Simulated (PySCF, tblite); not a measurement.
# C₄H₁₃NSi: dynamics, then NMR shifts on frames

Aim: move C₄H₁₃NSi (`CCCN(C)[SiH3]`) away from its starting geometry and see how NMR shifts follow the geometry.

The runs use tblite 0.8.0 and PySCF 2.14.0, with density-fitted response routines of our own; the level of theory stands in each step. All values are computed, except where a source is named. Atoms count from 0, in the outputs and in this text.

## (1) The molecule as given

19 atoms, charge 0, multiplicity 1; geometry from: GFN2-xTB.

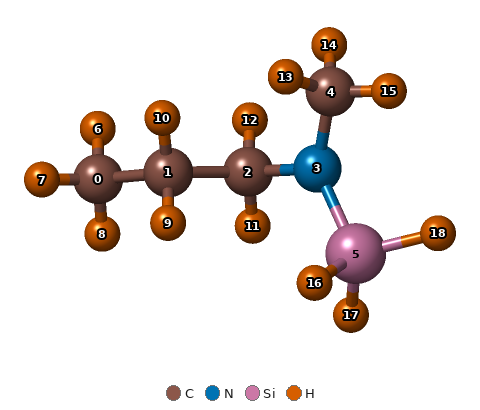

The starting geometry (carbon brown, nitrogen blue, silicon pink, hydrogen orange), atoms numbered; sticks join atoms by distance.

## (2) Thermal motion with GFN2-xTB

Job settings and geometry (Å):

```
{"job": {"kind": "md", "xc": "GFN2-xTB", "basis": "xTB", "temperature": 300, "steps": 2000, "every": 50, "frames": 5}, "charge": 0, "multiplicity": 1}
C      2.677410    -0.138046    -0.204932
C      1.212594     0.138205    -0.516141
C      0.312942    -0.181240     0.682632
N     -1.095577     0.012547     0.437595
C     -1.497981     1.396102     0.388408
Si    -2.039188    -1.199471    -0.334500
H      3.009676     0.469583     0.634340
H      3.302524     0.093420    -1.064281
H      2.821331    -1.184911     0.053105
H      0.889416    -0.470560    -1.363275
H      1.092904     1.187639    -0.792076
H      0.463403    -1.225908     0.965644
H      0.610342     0.445404     1.533421
H     -1.125886     1.916237    -0.501832
H     -1.122474     1.920775     1.271266
H     -2.584054     1.454363     0.383232
H     -1.941525    -1.260659    -1.804959
H     -1.571511    -2.468930     0.220178
H     -3.424150    -0.895300     0.026114
```

Level: GFN2-xTB Langevin dynamics, gas phase.

Started as:

```
OMP_NUM_THREADS=1 python probes_run.py task.json out
```

This one command runs all jobs of the session in turn.

The program printed:

```text
t/fs     T/K      E/eV
    0.0   243.7   -540.75993
   25.0   139.9   -540.33786
   50.0   242.4   -540.44623
   75.0   226.2   -540.22198
  100.0   225.5   -540.18301
  125.0   303.4   -540.22907
  150.0   263.7   -540.11948
  175.0   285.2   -540.06964
  200.0   340.8   -540.12486
  225.0   318.8   -540.08089
  250.0   285.9   -539.97970
  275.0   381.9   -540.06578
  300.0   373.0   -540.03199
  325.0   338.8   -539.93082
  350.0   293.9   -539.95808
  375.0   249.8   -539.94439
  400.0   371.6   -540.18788
  425.0   348.4   -540.25944
  450.0   335.9   -540.03368
  475.0   330.4   -540.10749
  500.0   238.8   -540.01666
  525.0   288.3   -540.02793
  550.0   370.5   -540.14431
  575.0   351.8   -539.96688
  600.0   349.3   -539.87836
  625.0   299.5   -539.86220
  650.0   449.8   -539.83808
  675.0   350.9   -539.88825
  700.0   367.9   -539.89665
  725.0   400.9   -539.94344
  750.0   393.0   -540.09324
  775.0   288.3   -540.01635
  800.0   265.9   -540.07241
  825.0   286.7   -539.98333
  850.0   260.5   -539.94028
  875.0   323.4   -539.89015
  900.0   311.7   -539.89025
  925.0   354.6   -539.96721
  950.0   254.8   -539.57928
  975.0   330.3   -539.93944
 1000.0   311.5   -539.84648
```

It took 12 s on 1 thread of Intel Xeon Platinum 8488C, shared host; peak memory 0.19 GiB.

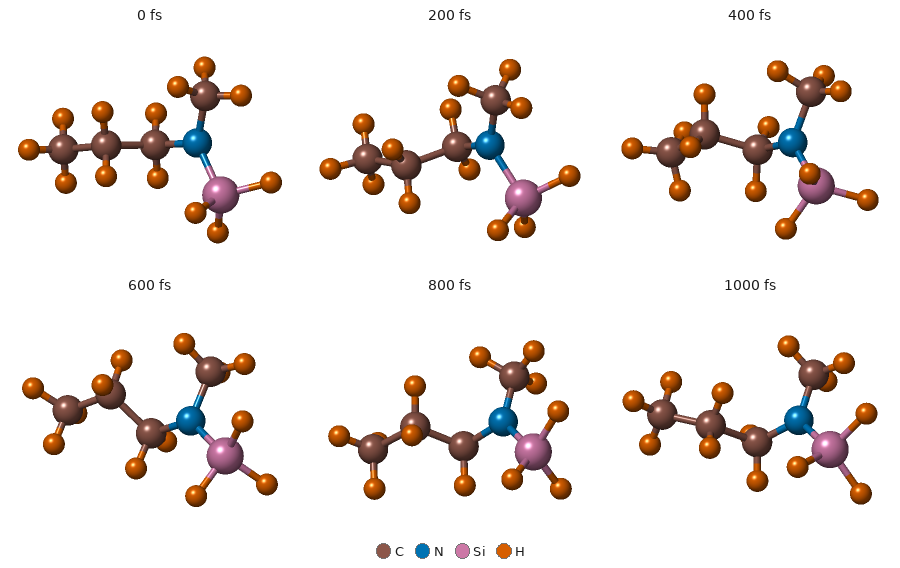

Frames of the run.

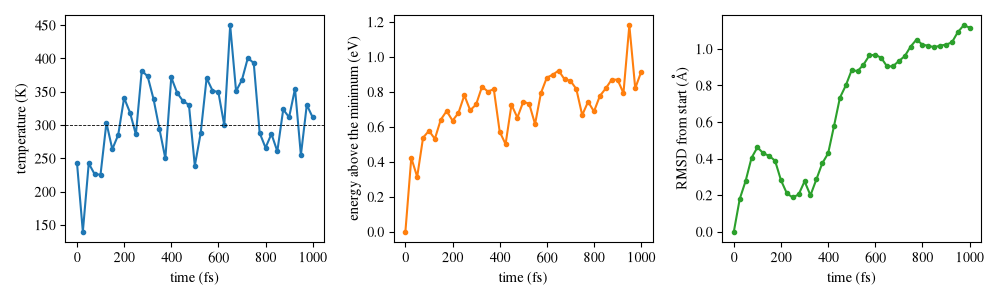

Temperature, potential energy and distance from the start.

Positions (Å) and forces (eV/Å) at 1000 fs:

```xyz
19

C     2.790    0.692   -0.694   -0.200    0.799    1.655
C     1.292    0.488   -0.822   -0.102    0.429    2.116
C     0.470   -0.303    0.286    2.829    0.294   -0.197
N    -0.776    0.322    0.464   -0.895   -0.180    0.048
C    -0.836    1.304    1.521   -1.253   -2.017    0.787
Si   -2.123   -0.151   -0.523   -0.524    0.160   -0.312
H     2.881    1.338    0.229    0.372   -0.835   -0.617
H     3.245    1.300   -1.477   -0.307   -0.443   -0.213
H     3.323   -0.243   -0.544    0.068    0.107   -0.106
H     0.948    0.130   -1.707   -0.288   -1.735   -2.850
H     0.828    1.440   -0.840   -0.276    1.565    0.407
H     0.395   -1.303   -0.072   -0.472   -0.923   -0.357
H     1.107   -0.420    1.209   -0.741    0.599   -0.369
H    -0.712    0.804    2.534    0.052    0.579   -0.933
H    -1.822    1.700    1.456   -0.928    0.372    0.367
H    -0.203    2.125    1.421    1.591    1.021   -0.260
H    -3.203    0.845   -0.265    0.475   -0.141   -0.059
H    -1.810   -0.207   -2.000    0.109    0.158    0.677
H    -2.829   -1.455   -0.308    0.490    0.192    0.214
```

## (3) NMR shieldings: 250 fs, PBE0/pcSseg-1

Job settings and geometry (Å):

```
{"job": {"kind": "nmr", "xc": "PBE0", "basis": "pcSseg-1", "pop": false}, "charge": 0, "multiplicity": 1}
C      2.374300    -0.901600     0.203400
C      0.983100    -0.707200    -0.329800
C     -0.027000    -0.572400     0.841200
N     -1.342700    -0.315100     0.365200
C     -1.453400     1.067100    -0.040800
Si    -2.241900    -1.639600    -0.322500
H      2.707700    -0.015300     0.753900
H      3.223400    -1.154000    -0.427600
H      2.332000    -1.769200     0.841700
H      0.620400    -1.538200    -1.003200
H      0.990900     0.284800    -0.948800
H     -0.055600    -1.582000     1.462200
H      0.346300     0.265400     1.483500
H     -0.712600     1.193500    -0.847800
H     -1.063100     1.605600     0.794400
H     -2.437500     1.283500    -0.433400
H     -1.977000    -1.988500    -1.723400
H     -1.807100    -2.772300     0.562800
H     -3.630500    -0.981700    -0.342800
```

With the program's defaults for keys left out, this is: GIAO PBE0/pcSseg-1 NMR shielding, non-relativistic, gas phase.

The program printed:

```text
coarse grid: 15096 points
cycle   1  E = -503.9583619900  dE =  3.165e-01  |g| = 4.173e-01  |ddm| = 3.637e+00
cycle   2  E = -503.9315452371  dE =  2.682e-02  |g| = 5.442e-01  |ddm| = 1.015e+00
cycle   3  E = -504.0026451742  dE = -7.110e-02  |g| = 7.585e-02  |ddm| = 6.370e-01
cycle   4  E = -504.0036443952  dE = -9.992e-04  |g| = 2.978e-02  |ddm| = 8.438e-02
cycle   5  E = -504.0038408232  dE = -1.964e-04  |g| = 5.390e-03  |ddm| = 2.975e-02
cycle   6  E = -504.0038467148  dE = -5.892e-06  |g| = 1.625e-03  |ddm| = 6.245e-03
final grid: 137592 points
cycle   7  E = -504.0372388162  dE = -3.132e-05  |g| = 7.783e-03  |ddm| = 2.836e-02
cycle   8  E = -504.0372294421  dE =  9.374e-06  |g| = 9.909e-03  |ddm| = 1.693e-02
cycle   9  E = -504.0372545224  dE = -2.508e-05  |g| = 8.860e-04  |ddm| = 9.786e-03
cycle  10  E = -504.0372546760  dE = -1.535e-07  |g| = 2.351e-04  |ddm| = 9.286e-04
cycle  11  E = -504.0372546867  dE = -1.077e-08  |g| = 5.615e-05  |ddm| = 2.325e-04
cycle  12  E = -504.0372546874  dE = -6.903e-10  |g| = 1.805e-05  |ddm| = 7.149e-05
converged SCF energy = -504.0372546874

GIAO shielding tensors (ppm)
atom      isotropic    diamagn.    paramagn.     s11        s22        s33       span
  0 C      175.370     244.357     -68.987    161.130    171.373    193.607     32.477
  1 C      155.718     250.838     -95.120    138.844    151.583    176.728     37.884
  2 C      111.893     248.315    -136.423     89.177    100.661    145.839     56.662
  3 N      228.938     328.425     -99.487    211.857    222.749    252.207     40.349
  4 C      145.740     250.767    -105.027    120.602    131.291    185.326     64.724
  5 Si     390.671     880.824    -490.153    333.757    351.927    486.328    152.571
  6 H       30.775      29.510       1.265     25.822     29.051     37.451     11.629
  7 H       30.421      28.026       2.395     26.461     27.040     37.760     11.299
  8 H       31.081      29.766       1.316     26.055     29.892     37.296     11.241
  9 H       29.619      32.244      -2.626     24.548     30.309     34.000      9.453
 10 H       27.520      31.359      -3.839     21.796     29.098     31.665      9.869
 11 H       26.616      31.276      -4.660     22.275     27.125     30.448      8.173
 12 H       28.364      32.499      -4.135     24.534     29.167     31.392      6.859
 13 H       28.298      32.533      -4.235     22.853     28.792     33.250     10.396
 14 H       29.607      31.939      -2.331     25.582     27.336     35.904     10.321
 15 H       28.737      31.255      -2.518     24.310     27.235     34.668     10.358
 16 H       26.842      30.520      -3.678     23.253     25.184     32.088      8.836
 17 H       26.388      29.962      -3.574     23.381     24.901     30.883      7.502
 18 H       25.992      28.687      -2.695     22.438     24.501     31.037      8.598
```

It took 21 s on 1 thread of Intel Xeon Platinum 8488C, shared host; peak memory 0.79 GiB.

Shifts follow as δ = σ(reference) − σ, with reference shieldings (ppm) from runs at the same level and on the same kind of geometry: 1H TMS 31.72, 13C TMS 186.9, 29Si TMS 349.2, 15N NH3 267.7. The references are single molecules in the gas phase, so shifts against H2O, NH3, PH3, H3PO4 or CFCl3 are not on the usual liquid scales and can be off by tens of ppm. Each atom is listed at this fixed geometry, with no averaging over motion; a spectrum would average atoms that exchange fast.

```csv
atoms,environment,σ (ppm),δ (ppm)
C2,sp3 CH2 bonded to N,111.9,75.0
C4,methyl carbon bonded to N,145.7,41.2
C1,sp3 CH2,155.7,31.2
C0,methyl carbon,175.4,11.6
H18,hydrogen on a silicon bonded to N,25.99,5.72
H17,hydrogen on a silicon bonded to N,26.39,5.33
H11,hydrogen on an sp3 CH2 bonded to N,26.62,5.10
H16,hydrogen on a silicon bonded to N,26.84,4.88
H10,hydrogen on an sp3 CH2,27.52,4.20
H13,hydrogen on a methyl carbon bonded to N,28.30,3.42
H12,hydrogen on an sp3 CH2 bonded to N,28.36,3.35
H15,hydrogen on a methyl carbon bonded to N,28.74,2.98
H14,hydrogen on a methyl carbon bonded to N,29.61,2.11
H9,hydrogen on an sp3 CH2,29.62,2.10
H7,hydrogen on a methyl carbon,30.42,1.30
H6,hydrogen on a methyl carbon,30.77,0.94
H8,hydrogen on a methyl carbon,31.08,0.64
N3,"nitrogen bonded to 2 C, Si",228.9,38.8
Si5,"silicon bonded to N, 3 H",390.7,-41.5
```

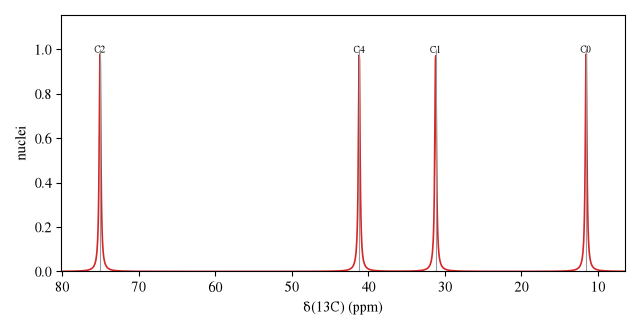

13C lines at the computed shifts, without couplings. Lines are broadened to a width of 0.25 ppm (Lorentzian).

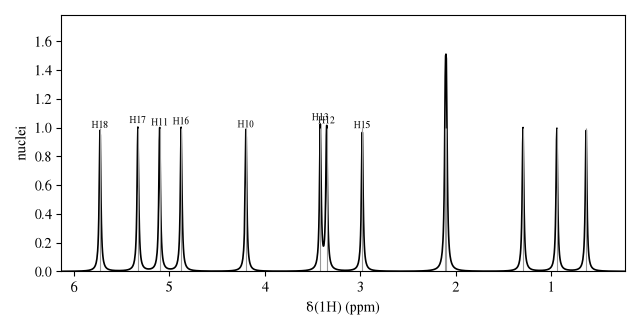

1H lines at the computed shifts, without couplings. Lines are broadened to a width of 0.02 ppm (Lorentzian).

## (4) NMR shieldings: 425 fs, PBE0/pcSseg-1

Job settings and geometry (Å):

```
{"job": {"kind": "nmr", "xc": "PBE0", "basis": "pcSseg-1", "pop": false}, "charge": 0, "multiplicity": 1}
C      2.662100    -1.007200     0.544500
C      1.339400    -0.305000     0.160700
C      0.113400    -1.084100     0.740100
N     -1.073400    -0.574600     0.155400
C     -1.414700     0.718200     0.772100
Si    -2.200300    -1.553000    -0.736300
H      2.828800    -0.821400     1.578500
H      3.498000    -0.730600    -0.106100
H      2.504200    -2.051300     0.338600
H      1.344500    -0.350100    -0.926600
H      1.385000     0.669500     0.507100
H      0.295000    -2.128900     0.440600
H      0.139600    -0.980000     1.865000
H     -0.570000     1.369000     0.738500
H     -1.650100     0.643400     1.898400
H     -2.233600     1.200600     0.229700
H     -2.851400    -0.477000    -1.495300
H     -1.332300    -2.482000    -1.478400
H     -3.225300    -2.264200     0.025100
```

With the program's defaults for keys left out, this is: GIAO PBE0/pcSseg-1 NMR shielding, non-relativistic, gas phase.

The program printed:

```text
coarse grid: 15096 points
cycle   1  E = -503.9657556393  dE =  3.267e-01  |g| = 4.191e-01  |ddm| = 3.650e+00
cycle   2  E = -503.9434710762  dE =  2.228e-02  |g| = 5.281e-01  |ddm| = 9.992e-01
cycle   3  E = -504.0108358222  dE = -6.736e-02  |g| = 7.471e-02  |ddm| = 6.223e-01
cycle   4  E = -504.0117952964  dE = -9.595e-04  |g| = 3.010e-02  |ddm| = 8.385e-02
cycle   5  E = -504.0119950942  dE = -1.998e-04  |g| = 4.537e-03  |ddm| = 2.932e-02
cycle   6  E = -504.0119993118  dE = -4.218e-06  |g| = 1.131e-03  |ddm| = 5.179e-03
final grid: 137592 points
cycle   7  E = -504.0472926164  dE = -3.824e-05  |g| = 8.478e-03  |ddm| = 2.805e-02
cycle   8  E = -504.0472843327  dE =  8.284e-06  |g| = 1.024e-02  |ddm| = 1.766e-02
cycle   9  E = -504.0473109041  dE = -2.657e-05  |g| = 1.037e-03  |ddm| = 1.025e-02
cycle  10  E = -504.0473111183  dE = -2.141e-07  |g| = 2.775e-04  |ddm| = 1.163e-03
cycle  11  E = -504.0473111337  dE = -1.539e-08  |g| = 4.974e-05  |ddm| = 2.605e-04
cycle  12  E = -504.0473111342  dE = -5.160e-10  |g| = 1.744e-05  |ddm| = 7.070e-05
converged SCF energy = -504.0473111342

GIAO shielding tensors (ppm)
atom      isotropic    diamagn.    paramagn.     s11        s22        s33       span
  0 C      172.839     248.235     -75.397    154.999    173.990    189.527     34.528
  1 C      160.584     247.923     -87.339    128.828    171.424    181.501     52.673
  2 C      122.966     247.458    -124.492     97.664    111.337    159.898     62.234
  3 N      238.701     327.810     -89.109    217.217    223.981    274.905     57.688
  4 C      142.221     246.716    -104.494    109.437    134.084    183.143     73.706
  5 Si     391.770     881.223    -489.452    338.842    360.360    476.109    137.267
  6 H       31.210      29.642       1.568     26.494     29.268     37.868     11.373
  7 H       30.341      28.632       1.709     26.095     27.406     37.521     11.427
  8 H       31.310      30.653       0.657     26.622     30.979     36.328      9.706
  9 H       30.594      33.738      -3.144     25.349     31.334     35.099      9.750
 10 H       30.701      34.595      -3.894     25.055     32.809     34.239      9.184
 11 H       28.764      33.234      -4.469     23.520     30.208     32.564      9.043
 12 H       28.419      31.229      -2.810     24.347     28.834     32.075      7.728
 13 H       29.185      33.356      -4.170     24.149     29.010     34.398     10.249
 14 H       28.315      28.386      -0.072     24.270     25.912     34.762     10.492
 15 H       28.808      30.700      -1.892     24.403     26.930     35.091     10.688
 16 H       26.893      30.497      -3.604     23.140     25.529     32.010      8.870
 17 H       26.843      30.619      -3.776     22.901     26.228     31.399      8.498
 18 H       26.904      29.194      -2.290     23.300     24.457     32.954      9.654
```

Run time: 21 s. Hardware: 1 thread of Intel Xeon Platinum 8488C, shared host; peak memory 0.81 GiB.

This run: δ C2 64.0, C4 44.7, C1 26.3, C0 14.1, H17 4.87, H16 4.82 ppm.

(Part 1 of 2 ends here.)
